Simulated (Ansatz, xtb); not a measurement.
# Redistribution: C2H3F + CH2ClI → C2H2FI + CH3Cl

Species: C2H3F `C=CF`, singlet; CH2ClI (chloroiodomethane) `ClCI`, singlet; C2H2FI `F/C=C/I`, singlet; CH3Cl (chloromethane) `CCl`, singlet. The partners trade H for I; both sit on C, so the bond types are kept.

Shapes, held fixed at every level: PBE0-D4/def2-TZVP. Programs: Ansatz 0.2.0, xtb 6.7.1. The zero-point and thermal change to 298 K, harmonic and unscaled (PBE0-D4/def2-TZVP), is +0.4 kJ/mol.

| level | kind | ΔH(298 K) (kJ/mol) | less CCSD(T)/def2-TZVPP |
| --- | --- | --- | --- |
| GFN2-xTB | semi-empirical | -17.9 | -12.8 |
| HF/def2-SVP | Hartree–Fock | -6.6 | -1.5 |
| HF/def2-TZVPP | Hartree–Fock | -5.3 | -0.2 |
| wB97X-V/def2-TZVPP | range-separated hybrid | -5.2 | -0.1 |
| B2PLYP/def2-TZVPP | double hybrid | -3.7 | +1.4 |
| CCSD(T)/def2-SVP | coupled cluster or CI | -5.5 | -0.4 |
| CCSD/def2-SVP | coupled cluster or CI | -5.4 | -0.3 |
| CCSD(T)/def2-TZVPP | coupled cluster or CI | -5.1 | 0.0 |

The highest level, CCSD(T)/def2-TZVPP, gives ΔH(298 K) = -5.1 kJ/mol; the levels span -17.9 to -3.7. The column of differences is taken from that level and isn't an error. No measured value is set beside it here. For atoms past krypton def2 sets carry core potentials with scalar relativity. Correlated rows may include outer-core shells of I, which these sets cover unevenly.

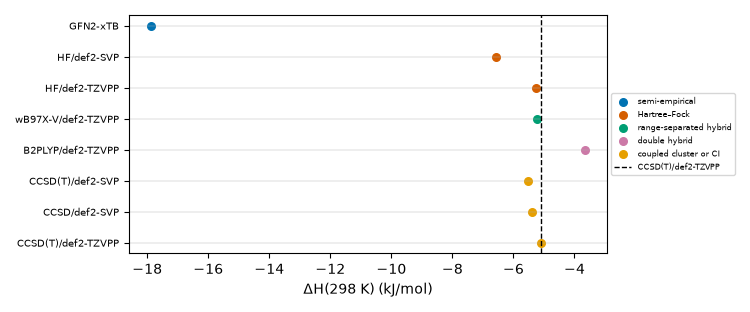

The values of the table, level by level.
